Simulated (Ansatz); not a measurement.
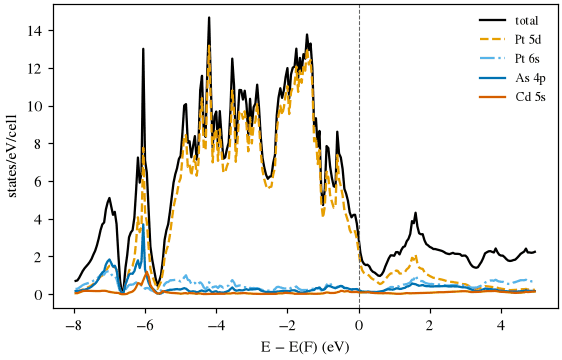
Figure: Total and projected density of states of CdAsPt5 in space group P4/mmm (No. 123; Cd on 1c, As on 1b, Pt on 4i, Pt on 1a), r²SCAN (plane waves, PAW; program Ansatz)

Question: Which orbitals carry the states next to the Fermi level?

Answer: Within 0.5 eV of the Fermi level: Pt 5d 77 %, As 4p 7 %, Pt 6s 6 %, outside the projected shells 5 %. Projections are on Löwdin-orthogonalised atomic valence shells; empty p or d shells of many metals are not among them.

Question: Where is the tallest occupied peak in this window, and what makes it?

Answer: Near -4.2 eV, about 15 states/eV per cell; the largest projected share is Pt 5d.

The workflow started from a Materials Project entry (that database holds measured and hypothetical structures alike); the Crystallography Open Database copy checked does not list it. Its standing as an ambient phase is unchecked. The cell was relaxed with r²SCAN under the symmetry of its start; whether a distortion lowers the energy is not shown. The run is not spin-polarised. Scalar-relativistic: spin–orbit coupling is off unless named, which matters more the heavier the elements.

Potentials: the later of the program's two PAW sets.
